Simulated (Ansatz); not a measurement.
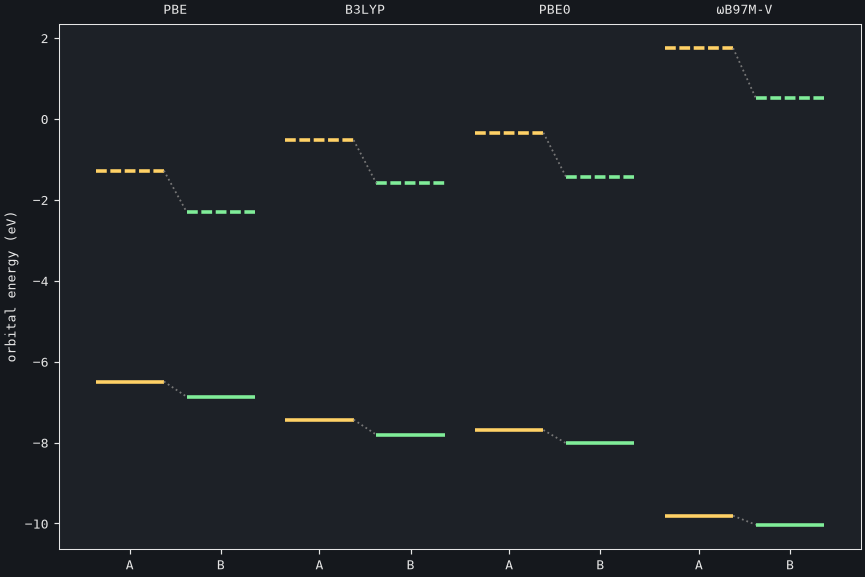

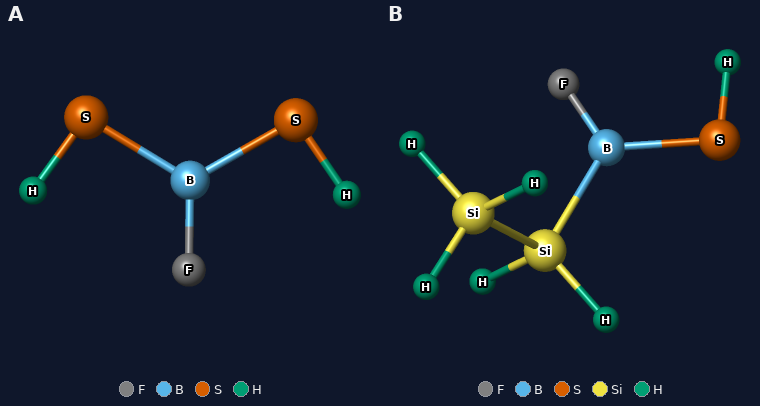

One change: A, BH₂S₂F (SMILES FB(S)S), becomes B, BSi₂H₆SF (SMILES FB(S)[SiH2][SiH3]). SH on B is replaced by Si₂H₅. HOMO (solid) and LUMO (dashed) computed in def2-TZVPP at PBE0-D4/def2-TZVP geometries, both minima by their frequencies, gas phase, the Ansatz code 0.2.0. Empty levels above zero depend strongly on the basis.

Q: What does the change do to HOMO and LUMO?

A: PBE: the HOMO falls by 0.38 eV, the LUMO falls by 1.02 eV, and the separation goes from 5.21 to 4.57 eV. B3LYP: the HOMO falls by 0.37 eV, the LUMO falls by 1.07 eV, and the separation goes from 6.91 to 6.21 eV. PBE0: the HOMO falls by 0.33 eV, the LUMO falls by 1.10 eV, and the separation goes from 7.35 to 6.58 eV. ωB97M-V: the HOMO falls by 0.22 eV, the LUMO falls by 1.24 eV, and the separation goes from 11.56 to 10.54 eV.

Q: Do the functionals agree on the effect?

A: They agree on the direction for both levels; the HOMO shift lies between −0.38 and −0.22 eV and the LUMO shift between −1.24 and −1.02 eV, while the separations themselves differ by up to 6.3 eV between functionals.

Known limits of this run: one conformer of each flexible molecule.
